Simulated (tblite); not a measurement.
## Geometry relaxation of C₆H₈BrClO (part 1 of 4)

System: C₆H₈BrClO.
Method: GFN2-xTB geometry optimisation, gas phase (tblite 0.8.0).

It belongs to a series of runs on one base structure; here: H on C replaced by CH2OH.

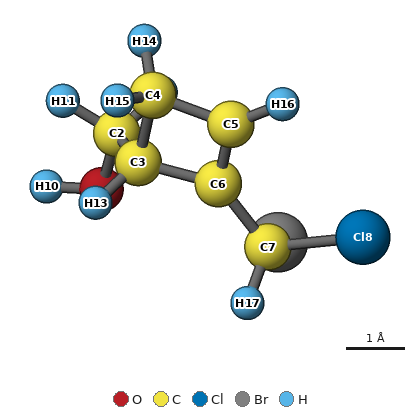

Fig. 1: The input geometry (ball-and-stick view, seen at a tilt; atoms are numbered from 1 in the order of the input). Bond lengths as drawn: Br–C 1.96 Å, C–C 1.31 to 1.51 Å, C–Cl 1.79 Å, C–H 1.10 to 1.12 Å, C–O 1.38 Å and H–O 0.99 Å.

Key numbers

| quantity | value |
| --- | --- |
| outcome | converged |
| total energy | −804.6770 eV |
| hardware | 1 CPU thread, shared host |
| wall time | 1.6 s |
| peak memory | 0.18 GiB |

Input file
```
{"job": {"kind": "relax", "xc": "GFN2-xTB", "basis": "xTB"}, "charge": 0, "multiplicity": 1}
O      1.608900    -1.843100     0.384400
C      1.455700    -0.502000     0.659500
C      0.504300     0.217800    -0.245500
C      0.440900     1.669600     0.166900
C     -0.960500     1.392300     0.468600
C     -0.920500     0.134700     0.088500
C     -1.943500    -0.945000     0.044500
Cl    -3.527400    -0.354200     0.631200
Br    -1.449200    -2.396100     1.260600
H      2.535400    -1.981600     0.063300
H      2.444600    -0.016200     0.489200
H      1.167200    -0.307600     1.712200
H      0.757200     0.084900    -1.314100
H      1.111100     1.846700     1.044200
H      0.658200     2.313600    -0.703500
H     -1.780200     2.020900     0.863100
H     -2.109200    -1.322500    -0.973500
```

The first line tells a small driver script what to run in tblite; the rest is the geometry in Å.

Run as:
```bash
OMP_NUM_THREADS=1 python <driver script> task.json out
```

Log
```
step      E/eV     max force
  0    -804.00310    3.251
  1    -804.17488    2.024
  2    -804.24267    0.588
  3    -804.28876    0.719
  4    -804.35694    0.637
  5    -804.38206    0.348
  6    -804.39959    0.288
  7    -804.41140    0.304
  8    -804.41894    0.205
  9    -804.42360    0.198
 10    -804.42786    0.186
 11    -804.43227    0.200
 12    -804.43672    0.179
 13    -804.44133    0.162
 14    -804.44668    0.173
 15    -804.45291    0.204
 16    -804.45903    0.189
 17    -804.46337    0.116
 18    -804.46585    0.100
 19    -804.46779    0.102
 20    -804.46989    0.125
 21    -804.47181    0.126
 22    -804.47322    0.081
 23    -804.47423    0.081
 24    -804.47517    0.079
 25    -804.47634    0.117
 26    -804.47797    0.140
 27    -804.48039    0.125
 28    -804.48406    0.158
 29    -804.48923    0.212
 30    -804.49599    0.261
 31    -804.50505    0.287
 32    -804.51404    0.287
 33    -804.51871    0.661
 34    -804.52710    0.455
 35    -804.53550    0.152
 36    -804.54029    0.126
 37    -804.54577    0.193
 38    -804.54810    0.131
 39    -804.55307    0.110
 40    -804.55623    0.123
 41    -804.55849    0.183
 42    -804.56094    0.191
 43    -804.56333    0.112
 44    -804.56647    0.089
 45    -804.56733    0.087
 46    -804.56934    0.113
 47    -804.57082    0.110
 48    -804.57280    0.112
 49    -804.57468    0.145
 50    -804.57657    0.097
 51    -804.57826    0.101
 52    -804.57961    0.100
 53    -804.58069    0.100
 54    -804.58147    0.091
 55    -804.58200    0.065
 56    -804.58277    0.066
 57    -804.58371    0.060
 58    -804.58478    0.058
 59    -804.58575    0.060
 60    -804.58657    0.052
 61    -804.58717    0.048
 62    -804.58768    0.050
 63    -804.58820    0.053
 64    -804.58877    0.055
 65    -804.58946    0.062
 66    -804.59036    0.068
 67    -804.59150    0.098
 68    -804.59258    0.102
 69    -804.59386    0.118
 70    -804.59502    0.092
 71    -804.59671    0.100
 72    -804.59748    0.090
 73    -804.59939    0.084
 74    -804.60046    0.081
 75    -804.60139    0.052
 76    -804.60162    0.114
 77    -804.60221    0.044
 78    -804.60260    0.041
 79    -804.60339    0.045
 80    -804.60359    0.040
 81    -804.60394    0.042
 82    -804.60427    0.039
 83    -804.60469    0.047
 84    -804.60508    0.060
 85    -804.60548    0.061
 86    -804.60590    0.059
 87    -804.60614    0.089
 88    -804.60688    0.071
 89    -804.60749    0.071
 90    -804.60837    0.141
 91    -804.60939    0.083
 92    -804.61008    0.070
 93    -804.60854    0.238
 94    -804.61145    0.046
 95    -804.61203    0.050
 96    -804.61132    0.256
 97    -804.61364    0.057
 98    -804.61439    0.057
 99    -804.61454    0.303
100    -804.61733    0.071
101    -804.61867    0.083
102    -804.61983    0.280
103    -804.62253    0.092
104    -804.62375    0.096
105    -804.62402    0.274
106    -804.62827    0.117
107    -804.63036    0.117
108    -804.63412    0.283
109    -804.63813    0.091
110    -804.63954    0.092
111    -804.64106    0.145
112    -804.64218    0.103
113    -804.64339    0.043
114    -804.64414    0.067
115    -804.64464    0.069
116    -804.64532    0.084
117    -804.64633    0.110
118    -804.64744    0.123
119    -804.64865    0.091
120    -804.64977    0.080
121    -804.65065    0.080
122    -804.65162    0.087
123    -804.65323    0.117
124    -804.65608    0.189
125    -804.65956    0.225
126    -804.66280    0.185
127    -804.66378    0.249
128    -804.66469    0.337
129    -804.66640    0.140
130    -804.66746    0.078
131    -804.66817    0.112
132    -804.66916    0.120
133    -804.67012    0.107
134    -804.67108    0.069
135    -804.67235    0.080
136    -804.67292    0.088
137    -804.67393    0.071
138    -804.67427    0.048
139    -804.67477    0.044
140    -804.67502    0.043
141    -804.67534    0.037
142    -804.67552    0.030
143    -804.67567    0.019
144    -804.67579    0.015
145    -804.67588    0.017
146    -804.67594    0.014
147    -804.67598    0.015
148    -804.67604    0.014
149    -804.67609    0.013
150    -804.67612    0.013
151    -804.67614    0.012
152    -804.67616    0.012
153    -804.67618    0.012
154    -804.67620    0.011
155    -804.67622    0.011
156    -804.67624    0.012
157    -804.67629    0.015
158    -804.67638    0.018
159    -804.67652    0.023
160    -804.67669    0.020
161    -804.67681    0.022
162    -804.67689    0.020
163    -804.67694    0.017
164    -804.67698    0.016
165    -804.67700    0.012
166    -804.67702    0.009
```

Trajectory as extended XYZ (Å, eV, eV/Å), 48 of the 167 frames kept, from step=0 to step=166
```
17
Properties=species:S:1:pos:R:3:forces:R:3 step=0 energy=-804.00310
O     1.6089   -1.8431    0.3844    1.1120  -1.2410  -0.4250
C     1.4557   -0.5020    0.6595    1.5010   0.6770   0.2780
C     0.5043    0.2178   -0.2455    1.2420  -0.9110  -1.3980
C     0.4409    1.6696    0.1669    1.5800   1.1300  -0.1040
C    -0.9605    1.3923    0.4686   -2.4230   1.8440   1.1400
C    -0.9205    0.1347    0.0885   -1.7440  -1.1250  -0.0180
C    -1.9435   -0.9450    0.0445    0.0840   0.3690   0.0190
Cl   -3.5274   -0.3542    0.6312   -0.0270   0.2180  -0.1870
Br   -1.4492   -2.3961    1.2606    0.1770  -0.2750  -0.1500
H     2.5354   -1.9816    0.0633   -1.2550  -0.1650   0.3590
H     2.4446   -0.0162    0.4892   -0.3480   0.1290   0.3700
H     1.1672   -0.3076    1.7122   -0.0030  -0.4070  -0.2580
H     0.7572    0.0849   -1.3141   -0.0530  -0.2930   0.3500
H     1.1111    1.8467    1.0442   -0.5970   0.4700  -0.7700
H     0.6582    2.3136   -0.7035   -0.1230   0.2150   0.7610
H    -1.7802    2.0209    0.8631    0.6960  -0.4010  -0.2780
H    -2.1092   -1.3225   -0.9735    0.1810  -0.2330   0.3100
17
Properties=species:S:1:pos:R:3:forces:R:3 step=4 energy=-804.35694
O     1.6263   -1.8837    0.3945    0.2790   0.0020  -0.0170
C     1.5130   -0.5135    0.6559   -0.2260   0.2600  -0.1070
C     0.5170    0.2002   -0.2625    0.1820  -0.0760  -0.2620
C     0.4409    1.6798    0.1530    0.3020   0.3990  -0.0650
C    -0.9929    1.4225    0.4807   -0.4780   0.3930   0.1510
C    -0.9567    0.1528    0.0930   -0.0300  -0.5680  -0.0230
C    -1.9611   -0.9310    0.0538    0.1590   0.1210   0.0860
Cl   -3.5390   -0.3325    0.6114   -0.0950   0.0710  -0.1040
Br   -1.4307   -2.4251    1.2439    0.0400  -0.0240  -0.1080
H     2.5145   -2.0247    0.0607   -0.0620  -0.3590  -0.0870
H     2.4697    0.0129    0.5218   -0.0300  -0.1570   0.1180
H     1.1723   -0.3526    1.6868    0.0600  -0.2140   0.0430
H     0.7617    0.0435   -1.3245   -0.1310  -0.1450   0.3020
H     1.0819    1.9056    1.0045   -0.0940   0.2070  -0.0040
H     0.6535    2.3679   -0.6597   -0.1430   0.2100   0.0290
H    -1.7860    2.0418    0.8730    0.2150  -0.0120  -0.0670
H    -2.0914   -1.3519   -0.9468    0.0530  -0.1070   0.1150
17
Properties=species:S:1:pos:R:3:forces:R:3 step=7 energy=-804.41140
O     1.6444   -1.8912    0.4026   -0.0230   0.0530  -0.0970
C     1.5187   -0.5114    0.6462    0.0260  -0.0610   0.1160
C     0.5206    0.2042   -0.2683   -0.0100   0.1660   0.1630
C     0.4366    1.7008    0.1412   -0.0890   0.0630   0.0080
C    -1.0076    1.4337    0.4769    0.2050  -0.1770  -0.1370
C    -0.9569    0.1507    0.1001    0.1070   0.1990   0.1120
C    -1.9607   -0.9233    0.0648    0.0660  -0.1170   0.0250
Cl   -3.5518   -0.3165    0.5912    0.0610  -0.0320  -0.0740
Br   -1.4189   -2.4412    1.2274   -0.0290   0.0340   0.0200
H     2.5132   -2.0805    0.0450    0.0170  -0.0780  -0.1050
H     2.4820    0.0120    0.5468   -0.0900  -0.1430  -0.0070
H     1.1788   -0.3926    1.6797   -0.0380  -0.0120   0.1040
H     0.7537    0.0087   -1.3156   -0.0770  -0.0070  -0.0100
H     1.0641    1.9538    0.9928   -0.0280   0.0260   0.0910
H     0.6374    2.4189   -0.6458   -0.1490   0.0550  -0.1720
H    -1.7825    2.0608    0.8774    0.0430   0.0070  -0.0450
H    -2.0783   -1.3748   -0.9229    0.0070   0.0260   0.0090
17
Properties=species:S:1:pos:R:3:forces:R:3 step=11 energy=-804.43227
O     1.6421   -1.8936    0.3836   -0.0730  -0.0610  -0.0710
C     1.5193   -0.5195    0.6601   -0.0140   0.0070  -0.0410
C     0.5293    0.2185   -0.2526    0.0360  -0.1090  -0.0340
C     0.4346    1.7214    0.1362    0.0720  -0.0370  -0.0210
C    -0.9987    1.4375    0.4685   -0.1380   0.1090   0.0960
C    -0.9435    0.1542    0.1155   -0.0110  -0.1310  -0.0040
C    -1.9430   -0.9317    0.0732    0.0480   0.0830  -0.0180
Cl   -3.5432   -0.3185    0.5720    0.0270  -0.0150  -0.0100
Br   -1.4201   -2.4413    1.2299    0.0050  -0.0260   0.0810
H     2.5089   -2.1036    0.0223   -0.1140   0.0970  -0.0170
H     2.4805   -0.0082    0.5558    0.0930  -0.0020   0.0720
H     1.1750   -0.4091    1.6968    0.0320  -0.0700  -0.0180
H     0.7375    0.0018   -1.3043    0.0290   0.0550   0.0800
H     1.0506    1.9766    0.9988   -0.0140   0.0990  -0.0800
H     0.6045    2.4380   -0.6666   -0.0260  -0.0750   0.0280
H    -1.7716    2.0655    0.8670   -0.0550   0.0480  -0.0310
H    -2.0691   -1.3759   -0.9166    0.1030   0.0290  -0.0130
17
Properties=species:S:1:pos:R:3:forces:R:3 step=14 energy=-804.44668
O     1.6184   -1.9060    0.3540    0.0050   0.1570   0.0190
C     1.5261   -0.5341    0.6692   -0.0690   0.0950  -0.0670
C     0.5392    0.2179   -0.2353   -0.0640   0.1200   0.0020
C     0.4338    1.7281    0.1298   -0.0970   0.0290   0.0810
C    -1.0004    1.4463    0.4716   -0.0160  -0.1340  -0.0050
C    -0.9328    0.1563    0.1334   -0.0150   0.0320   0.0400
C    -1.9233   -0.9302    0.0785   -0.0460  -0.0430   0.0140
Cl   -3.5286   -0.3234    0.5516   -0.0550   0.0110   0.0240
Br   -1.4203   -2.4468    1.2485   -0.0010   0.0290   0.0250
H     2.4865   -2.1055   -0.0043   -0.0420  -0.0170  -0.0500
H     2.4971   -0.0256    0.5780   -0.0740  -0.1410   0.0680
H     1.1766   -0.4378    1.7073    0.0760  -0.0900  -0.0690
H     0.7310    0.0045   -1.2880    0.0950  -0.0020   0.0090
H     1.0360    2.0175    0.9875    0.1090   0.0640  -0.0360
H     0.5702    2.4414   -0.6812    0.0860  -0.1070  -0.0200
H    -1.7771    2.0812    0.8528   -0.0370   0.0060  -0.0370
H    -2.0393   -1.3718   -0.9139    0.1450  -0.0070   0.0030
17
Properties=species:S:1:pos:R:3:forces:R:3 step=18 energy=-804.46585
O     1.5822   -1.8996    0.3101   -0.0060  -0.0490  -0.0350
C     1.5217   -0.5401    0.6742    0.0100  -0.0410   0.0530
C     0.5443    0.2365   -0.2105    0.0100  -0.0080   0.0200
C     0.4198    1.7460    0.1358    0.0350   0.0330  -0.0160
C    -1.0091    1.4491    0.4820    0.0120   0.0800   0.0160
C    -0.9236    0.1572    0.1628   -0.0300   0.0330  -0.0270
C    -1.9021   -0.9372    0.0908   -0.0030  -0.0060   0.0320
Cl   -3.5183   -0.3319    0.5272   -0.0580  -0.0400  -0.0270
Br   -1.4226   -2.4453    1.2814   -0.0090   0.0410  -0.0120
H     2.4450   -2.1069   -0.0546   -0.0090  -0.0350  -0.0690
H     2.5095   -0.0726    0.6180    0.0100   0.0710  -0.0500
H     1.1883   -0.4913    1.7156   -0.0740   0.0240   0.0630
H     0.7410    0.0140   -1.2617    0.0350   0.0420   0.0080
H     1.0377    2.0841    0.9646    0.0390  -0.0170  -0.0030
H     0.5394    2.4202   -0.7090    0.0630   0.0110  -0.0280
H    -1.7925    2.0981    0.8238   -0.0590  -0.0590   0.0240
H    -1.9676   -1.3683   -0.9109    0.0330  -0.0770   0.0500
17
Properties=species:S:1:pos:R:3:forces:R:3 step=21 energy=-804.47181
O     1.5728   -1.9009    0.2946    0.0140  -0.0030   0.0200
C     1.5205   -0.5453    0.6822   -0.0310   0.0190  -0.0350
C     0.5455    0.2433   -0.2008    0.0190  -0.0600  -0.0140
C     0.4198    1.7557    0.1372    0.0760  -0.0470  -0.0280
C    -1.0090    1.4572    0.4856   -0.0470   0.0220  -0.0180
C    -0.9256    0.1649    0.1672    0.0410  -0.0390  -0.0140
C    -1.8983   -0.9401    0.0985    0.0430   0.1110  -0.0410
Cl   -3.5259   -0.3413    0.5168    0.0000  -0.0580  -0.0580
Br   -1.4245   -2.4374    1.2894    0.0180   0.0000   0.0660
H     2.4317   -2.1128   -0.0797   -0.0520   0.0170  -0.0300
H     2.5100   -0.0773    0.6214   -0.0430   0.0180   0.0110
H     1.1814   -0.5026    1.7251    0.0030  -0.0150  -0.0400
H     0.7512    0.0237   -1.2532   -0.0100   0.0340   0.0670
H     1.0472    2.0983    0.9579   -0.0150  -0.0080  -0.0060
H     0.5444    2.4137   -0.7211    0.0230   0.0260   0.0310
H    -1.8065    2.0927    0.8199   -0.0140   0.0070   0.0360
H    -1.9417   -1.3799   -0.9016   -0.0240  -0.0260   0.0530
17
Properties=species:S:1:pos:R:3:forces:R:3 step=25 energy=-804.47634
O     1.5634   -1.9026    0.2869   -0.0120  -0.0180   0.0350
C     1.5164   -0.5498    0.6838    0.0090  -0.0180   0.0110
C     0.5479    0.2456   -0.1923   -0.0170   0.0440  -0.0220
C     0.4247    1.7588    0.1360   -0.0490   0.0360   0.0260
C    -1.0102    1.4653    0.4830    0.0410  -0.0110   0.0000
C    -0.9214    0.1710    0.1712   -0.0380   0.0220  -0.0100
C    -1.8898   -0.9312    0.1011   -0.0180  -0.1090   0.0370
Cl   -3.5296   -0.3590    0.4935    0.0010   0.0070  -0.0400
Br   -1.4215   -2.4291    1.3120    0.0210   0.0520   0.0550
H     2.4111   -2.1140   -0.1107   -0.0120   0.0350  -0.0470
H     2.5039   -0.0803    0.6296    0.0220   0.0010   0.0080
H     1.1773   -0.5188    1.7252   -0.0160  -0.0020   0.0140
H     0.7577    0.0341   -1.2408   -0.0080  -0.0300  -0.0840
H     1.0509    2.1117    0.9517   -0.0080  -0.0230   0.0430
H     0.5505    2.4133   -0.7250    0.0140   0.0080   0.0150
H    -1.8162    2.0909    0.8209    0.0630   0.0140  -0.0070
H    -1.9219   -1.3937   -0.8866    0.0070  -0.0080  -0.0340
17
Properties=species:S:1:pos:R:3:forces:R:3 step=28 energy=-804.48406
O     1.5457   -1.9077    0.2853    0.0910  -0.0520  -0.0440
C     1.5049   -0.5582    0.6860    0.0190   0.0180   0.0460
C     0.5498    0.2584   -0.1855    0.0180  -0.1240  -0.0870
C     0.4268    1.7714    0.1404    0.0740  -0.0360  -0.0260
C    -1.0059    1.4764    0.4761   -0.0980   0.0150   0.1230
C    -0.9191    0.1812    0.1751   -0.0480  -0.1220  -0.0860
C    -1.8729   -0.9377    0.1116    0.0180  -0.0630   0.0040
Cl   -3.5333   -0.3962    0.4320   -0.0620   0.0850   0.0410
Br   -1.4079   -2.3956    1.3806   -0.0030   0.1000  -0.0050
H     2.3618   -2.1003   -0.1859   -0.0840   0.0500  -0.0430
H     2.4913   -0.0903    0.6492    0.1340  -0.0060  -0.0140
H     1.1668   -0.5501    1.7245   -0.0950   0.0690   0.0900
H     0.7638    0.0480   -1.2356   -0.0280  -0.0150  -0.0440
H     1.0528    2.1263    0.9553   -0.0310  -0.0260   0.0630
H     0.5656    2.4150   -0.7257   -0.0100   0.0590   0.0050
H    -1.8115    2.0933    0.8220   -0.0150   0.1070   0.0000
H    -1.8858   -1.4217   -0.8658    0.1200  -0.0590  -0.0220
```
